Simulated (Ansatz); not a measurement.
**GeHNO (SMILES [NH+]1=[Ge][O]1) (charge +1, doublet): density, localisation and related maps**

The calculation's input:

```
crystal:
  periodic: [false, false, false]
  atoms:
    - {symbol: Ge, position_ang: [-0.813736, 0.825761, 1.510022]}
    - {symbol: "N", position_ang: [0.430107, 0.885061, 0.092411]}
    - {symbol: O, position_ang: [0.923322, 0.034413, 0.984677]}
    - {symbol: H, position_ang: [0.986846, 1.043946, -0.762280]}
basis:
  gaussian: {orbitals: def2-TZVPD}
hamiltonian: {xc: {name: PBE0}}
output: {forces: true, orbitals: {seedname: orbitals}}
magnetization: {spin_polarized: true, initial_magnetization: 1}
total_charge: 1
```

Launched as:

```sh
ansatz run input.yaml --threads 1 --pin off --max-ram 2610MiB --events-out events.jsonl --progress --plain --runs-dir runs
```

Geometry: r2SCAN-D4/def2-SVP.

These are results of Ansatz, isolated molecule in a Gaussian basis; Kohn-Sham density functional theory, functional PBE0, not measurements.

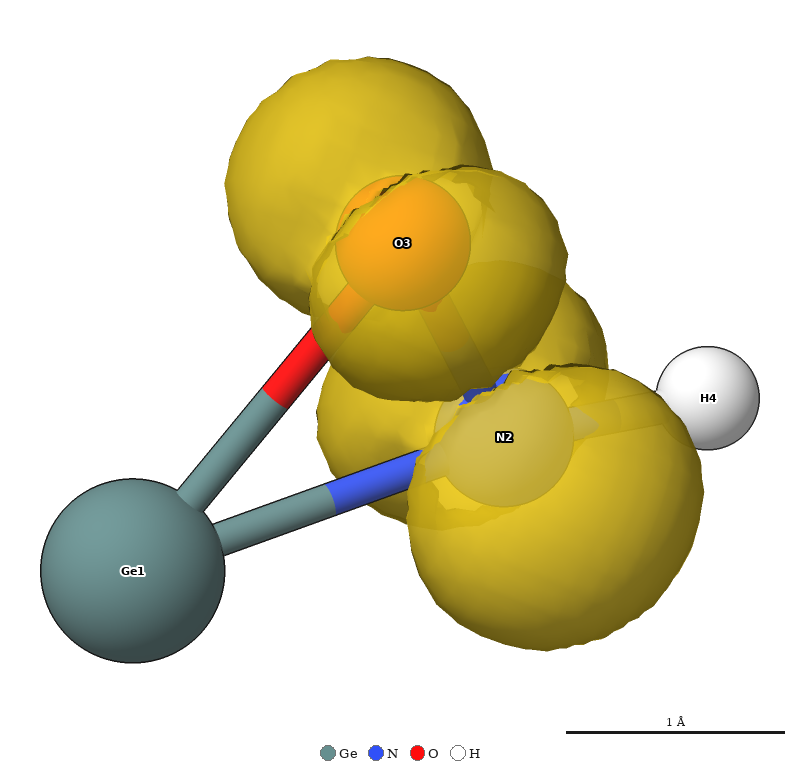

Figure 1. Isosurface of the spin density (α minus β) at +0.06 e/Å³ (yellow), seen at a tilt.

**Which atoms carry the spin?**

The unpaired spin (1 electron) lies mostly on N2 (about 0.5) and O3 (about 0.5), in electrons by Hirshfeld's partition.

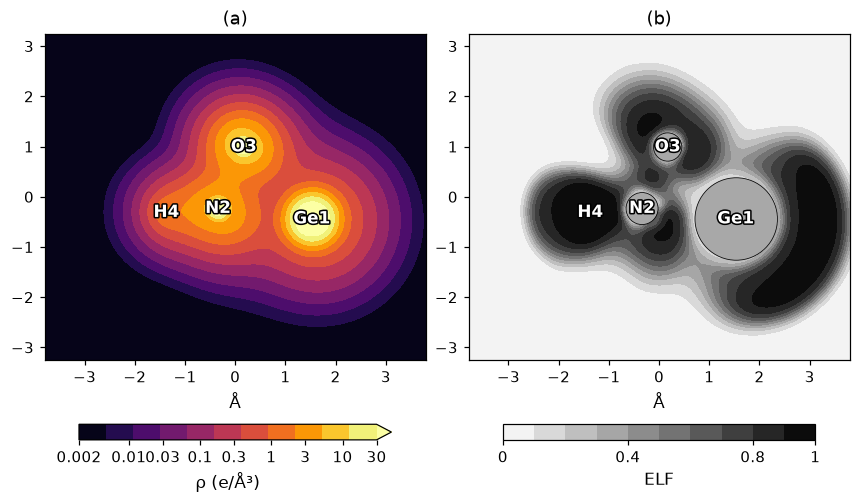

Figure 2. (a) total electron density; (b) ELF on the molecular plane. Grey discs cover the atomic cores in the ELF map.

**What does the map show?**

Atoms in the plane: Ge, N, O and H. N–O (1.33 Å): ρ is about 2.6 e/Å³ halfway; the ELF peaks at about 0.80 between the atoms: a covalent bond. Ge–N (1.89 Å): ρ at the midpoint is about 0.78 e/Å³; the ELF peaks at about 0.85 in the valence shell of N, 0.6 Å from its nucleus, and is about 0.30 at the midpoint. Ge–O (1.98 Å): ρ is about 0.65 e/Å³ halfway; the ELF peaks at about 0.85 in the valence shell of O, 0.5 Å from its nucleus, and is about 0.25 at the midpoint. N–H (1.03 Å): ρ at the midpoint is about 2.9 e/Å³; the ELF climbs to about 1 towards the hydrogen, as it does in any bond to H; an ordinary covalent bond to hydrogen. The ELF also peaks beside O3, away from the bonds: non-bonding electrons, paired or unpaired.

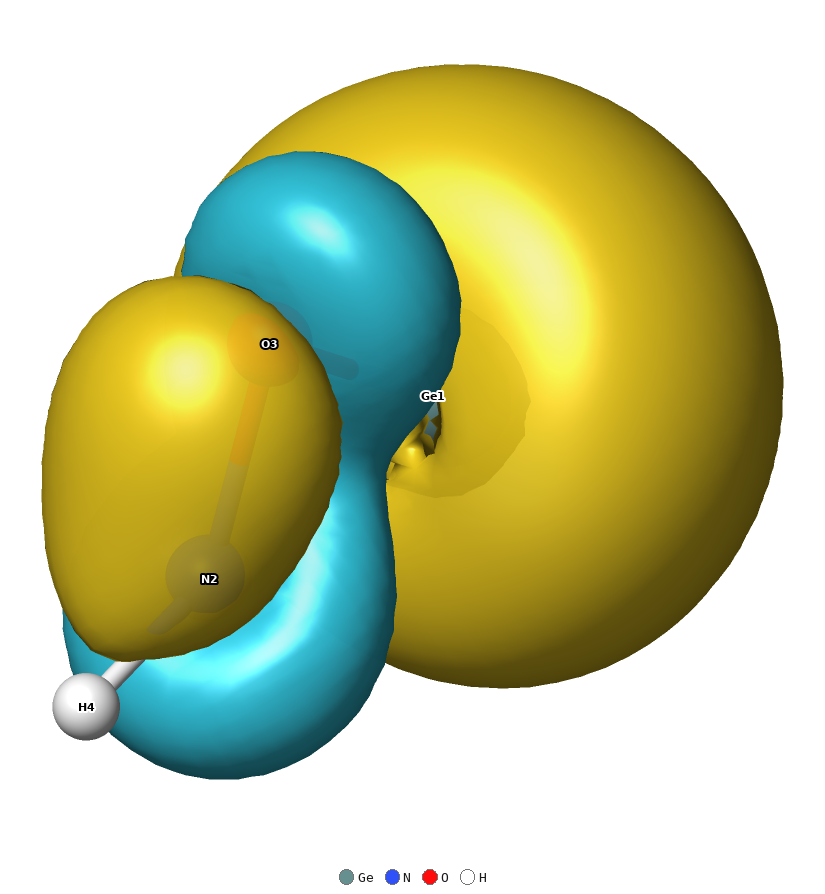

Figure 3. The HOMO−1 (β) at ±0.1 Å⁻³ᐟ² (yellow and cyan are the two phases), seen at an oblique angle.

**Describe this orbital and give its energy.**

Its weight (Hirshfeld) is mainly on Ge1 (about 70 %), O3 (about 15 %) and N2 (about 15 %); it is symmetric in the molecular plane (an in-plane orbital: σ, lone-pair or in-plane π type). Its energy is −16.45 eV.
